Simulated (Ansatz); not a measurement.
# revPBE/cc-pVDZ run of C2H3ClF2 (SMILES CC(F)(F)Cl)

What is the electronic atomisation energy of C2H3ClF2 at revPBE/cc-pVDZ? 

The results are computed with Ansatz 0.2.0.

55 further runs of the same task are left out: 1 that didn't finish, 54 set aside as unsound or not needed. Runs told in other sessions of the task aren't counted.

**1. The system as given**

C2H3ClF2: 8 atoms, total charge 0, spin state singlet. SMILES: `CC(F)(F)Cl`. Geometry: relaxed at PBE0-D4/def2-TZVP.

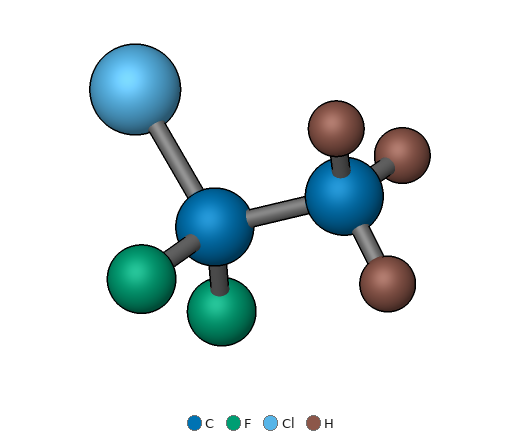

Viewed from a chosen angle; carbon blue, fluorine teal, chlorine blue, hydrogen brown.

**2. A single-point energy at revPBE/cc-pVDZ**

Contents of molecule.yaml:

```yaml
crystal:
  periodic: [false, false, false]
  atoms:
    - {symbol: C, position_ang: [-0.591960, -0.305640, 0.477310]}
    - {symbol: C, position_ang: [0.524930, 0.179790, -0.395910]}
    - {symbol: F, position_ang: [1.713900, 0.014330, 0.206290]}
    - {symbol: F, position_ang: [0.571970, -0.511300, -1.546500]}
    - {symbol: Cl, position_ang: [0.352900, 1.905700, -0.801400]}
    - {symbol: H, position_ang: [-0.600880, 0.257090, 1.409000]}
    - {symbol: H, position_ang: [-0.428120, -1.363800, 0.687730]}
    - {symbol: H, position_ang: [-1.542750, -0.176190, -0.036530]}
basis:
  gaussian:
    orbitals: cc-pVDZ
hamiltonian:
  xc: {name: revPBE}
accuracy: high
output: {orbitals: {seedname: orbitals}}
```

Run with:

```sh
$ ansatz run molecule.yaml --threads 1 --pin off --max-ram 3480MiB --events-out events.jsonl --progress --plain --runs-dir runs
```

The log of the run:

```text
Warning: RAYON_NUM_THREADS=1 ignored (pool sized by the plan → 1); use --threads N
Functional definition: revPBE
  name "revPBE"
  parameter kappa = 1.245
  parameter beta = 0.06672455060314922
  exchange = pbe_x(kappa = kappa, mu = beta*pi^2/3)
  correlation = pbe_c(beta = beta)
2086 factors; integrals over basis functions are off by at most 3.6e-9 eV
mean field evaluation 1: about -20070.2390 eV, gradient 4.8e1 eV
mean field evaluation 2: about -20066.1956 eV, gradient 6.2e1 eV
mean field evaluation 4: about -20075.1335 eV, gradient 3.4e0 eV
mean field evaluation 8: about -20075.1625 eV, gradient 1.7e-1 eV
mean field evaluation 16: about -20075.1626 eV, gradient 3.5e-5 eV
mean field -20075.16260946 eV, -737.7486184635 hartree, gradient 1.8e-8 eV, S^2 0.000000; 0 other end points of the search recorded, 0 dependent functions left out
reference -20075.16261251 eV, -737.7486185756 hartree; 25, 25 occupied and 64, 64 virtual orbitals, 2086 factors
Total energy: -20075.16261251 eV, -737.7486185756 hartree
```

It took 7.5 s on 1 thread of Arm Neoverse V1, shared host; peak memory 0.23 GiB.

**3. The C atom**

Contents of in.yaml:

```yaml
crystal:
  periodic: [false, false, false]
  atoms:
    - {symbol: C, position_ang: [0.000000, 0.000000, 0.000000]}
basis:
  gaussian: {orbitals: cc-pVDZ}
total_charge: 0
magnetization: {spin_polarized: true, initial_magnetization: 2}
hamiltonian: {xc: {name: revPBE}}
accuracy: high
```

Run with:

```sh
$ ansatz run in.yaml --threads 1 --pin off --max-ram 3480MiB --events-out events.jsonl --progress --plain --runs-dir runs
```

The log of the run:

```text
Warning: RAYON_NUM_THREADS=1 ignored (pool sized by the plan → 1); use --threads N
[... 6 set-up lines as earlier in the session ...]
96 factors; integrals over basis functions are off by at most 1.3e-9 eV
mean field evaluation 1: about -1029.4898 eV, gradient 4.6e0 eV
mean field evaluation 2: about -1029.5988 eV, gradient 2.3e0 eV
mean field evaluation 4: about -1029.6381 eV, gradient 2.3e-1 eV
mean field evaluation 8: about -1029.6381 eV, gradient 2.5e-5 eV
mean field evaluation 16: about -1029.5217 eV, gradient 4.1e0 eV
mean field evaluation 32: about -1029.6385 eV, gradient 6.3e-2 eV
mean field -1029.63814786 eV, -37.8385040201 hartree, gradient 2.7e-9 eV, S^2 2.002127; 2 other end points of the search recorded, 0 dependent functions left out
reference -1029.63815001 eV, -37.8385040991 hartree; 4, 2 occupied and 10, 12 virtual orbitals, 96 factors
Total energy: -1029.63815001 eV, -37.8385040991 hartree
```

It took 0.54 s on 1 thread of Arm Neoverse V1, shared host.

**4. The Cl atom, same level**

Contents of run.yaml:

```yaml
crystal:
  periodic: [false, false, false]
  atoms:
    - {symbol: Cl, position_ang: [0.000000, 0.000000, 0.000000]}
basis:
  gaussian: {orbitals: cc-pVDZ}
magnetization: {spin_polarized: true, initial_magnetization: 1}
hamiltonian: {xc: {name: revPBE}}
accuracy: high
```

Run the same way, it converges to -460.05728 Eh (log not shown).

**5. The F atom**

Contents of in.yaml:

```yaml
crystal:
  periodic: [false, false, false]
  atoms:
    - {symbol: F, position_ang: [0.000000, 0.000000, 0.000000]}
basis:
  gaussian: {orbitals: cc-pVDZ}
magnetization: {spin_polarized: true, initial_magnetization: 1}
hamiltonian: {xc: {name: revPBE}}
accuracy: high
```

Run the same way, it converges to -99.69102 Eh (log not shown).

**6. The H atom**

Contents of molecule.yaml:

```yaml
crystal:
  periodic: [false, false, false]
  atoms:
    - {symbol: H, position_ang: [0.000000, 0.000000, 0.000000]}
basis:
  gaussian:
    orbitals: cc-pVDZ
magnetization:
  spin_polarized: true
  initial_magnetization: 1
hamiltonian:
  xc: {name: revPBE}
accuracy: high
```

Run the same way, it converges to -0.50319 Eh (log not shown).

**7. Results**

At revPBE/cc-pVDZ:

| quantity | value |
| --- | --- |
| molecule: total energy | -737.74862 Eh |
| molecule: HOMO energy | -7.54 eV |
| molecule: LUMO energy | -0.10 eV |
| molecule: HOMO–LUMO gap | 7.44 eV |
| C atom: total energy | -37.83850 Eh |
| C atom: ⟨S²⟩ | 2.002 |
| Cl atom: total energy | -460.05728 Eh |
| Cl atom: ⟨S²⟩ | 0.752 |
| F atom: total energy | -99.69102 Eh |
| F atom: ⟨S²⟩ | 0.751 |
| H atom: total energy | -0.50319 Eh |
| H atom: ⟨S²⟩ | 0.750 |
| electronic atomisation energy | 30.551 eV |

What this shows: Taking the molecule apart into free atoms costs 30.55 eV (705 kcal/mol), before zero-point energy and without spin-orbit coupling.
